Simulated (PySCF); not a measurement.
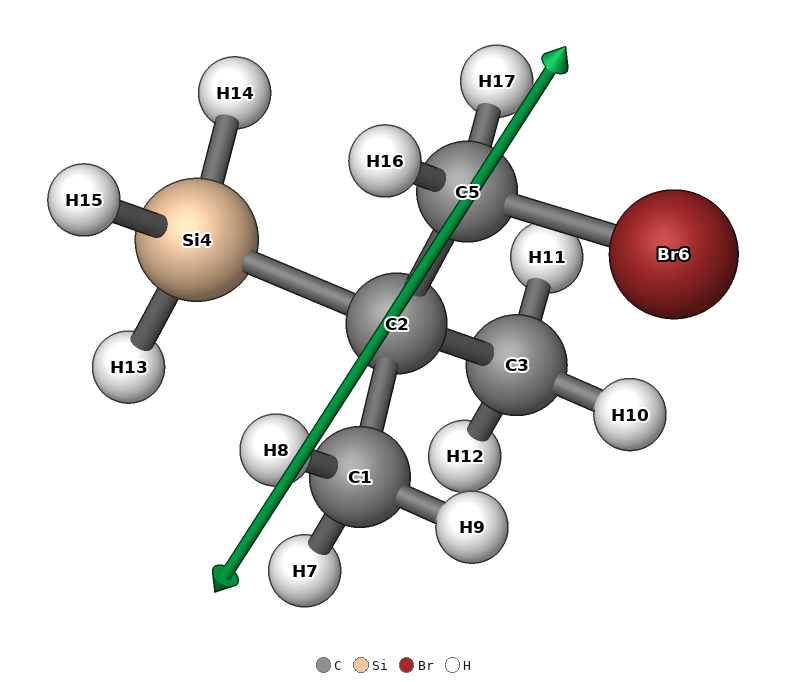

The double arrow shows the direction of the transition dipole to excited singlet state 5 (its length means nothing). The geometry was computed by an optimisation with GFN2-xTB. No frequency run is at hand to confirm it as a minimum. Method: TDDFT CAM-B3LYP/def2-SVPD, vertical, gas phase, core orbitals frozen in the response (PySCF 2.14.0).

**How is the transition polarised?**

Nearly parallel to the C2–C5 bond.

**Give its energy, strength and character.**

7.58 eV (164 nm), oscillator strength 0.052, mainly HOMO−1 → LUMO+1 (weight 0.70); transition dipole 1.35 D.

The geometry is semi-empirical. Around Br, Si such bond lengths and angles can be off by a tenth of an ångström or more and by several degrees, and values that hang on the shape move with them.
